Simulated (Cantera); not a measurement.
Feed: 1 mol Si, 0.0019 mol H2O, 90 mol H2, held at 230 Pa.

Equilibrium computed with Cantera from the NASA thermochemical tables; the gas is ideal and each condensed phase is pure. Candidate condensed phases: H2O, Si, SiO2; 18 gas species. Mutual solubility and eutectic melting of coexisting phases are not modelled. Gases not in the tables: Si2H6 and higher silanes. The numbers say what is thermodynamically allowed, not how fast it happens.

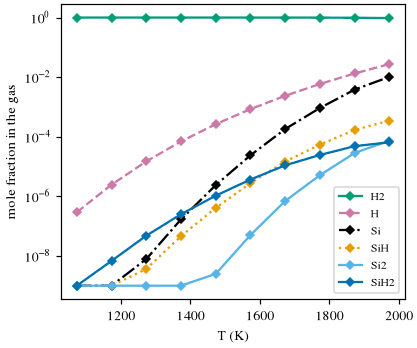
Figure. Equilibrium gas composition (values under 1e-9 drawn at 1e-9)

At 1073 K the condensed part is Si(s) + SiO2(β-quartz). From 1173 K to 1673 K the condensed part is Si(s). From 1773 K to 1873 K the condensed part is Si(l). At 1973 K nothing is condensed. The main Si-bearing gas is SiO at 1073 K and Si at 1973 K. The share of Si in condensed phases is highest at 1073 K (100.0 %) and lowest at 1973 K (0.0 %).
